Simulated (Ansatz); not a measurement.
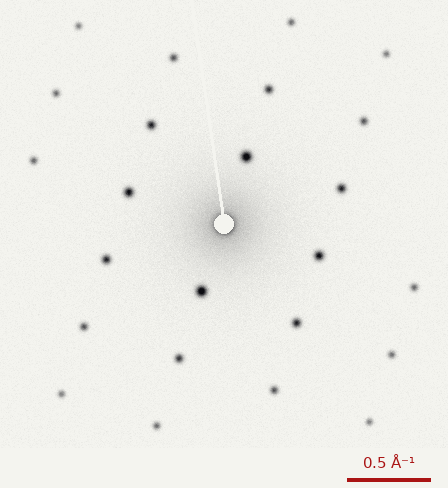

Kinematic zone-axis pattern, calculated for 300 keV electrons with B = 0.5 Å².

It belongs to Ta, space group Im-3m (No. 229), a = 3.310 Å. Structure: the input geometry of an electronic-structure calculation (not necessarily at equilibrium).

```cif
data_structure
_symmetry_space_group_name_H-M 'Im-3m'
_symmetry_Int_Tables_number 229
_cell_length_a 3.3100
_cell_length_b 3.3100
_cell_length_c 3.3100
_cell_angle_alpha 90.000
_cell_angle_beta 90.000
_cell_angle_gamma 90.000
_cell_volume 36.26
loop_
_atom_site_label
_atom_site_type_symbol
_atom_site_symmetry_multiplicity
_atom_site_Wyckoff_symbol
_atom_site_fract_x
_atom_site_fract_y
_atom_site_fract_z
_atom_site_occupancy
Ta1 Ta 2 a 0.00000 0.00000 0.00000 1
```

Q: Measure the pattern against the scale bar and name the zone.

A: The spots form a rectangular net whose two shortest vectors correspond to d = 2.34 Å and 1.66 Å, 90.0° apart. They index as 1 -1 0 and 0 0 2, so the zone axis is ±[110] (or an equivalent direction of <110>).

Q: Which reflections of this zone are missing, and why?

A: The lattice centring (I) removes all reflections that break h + k + l = 2n.
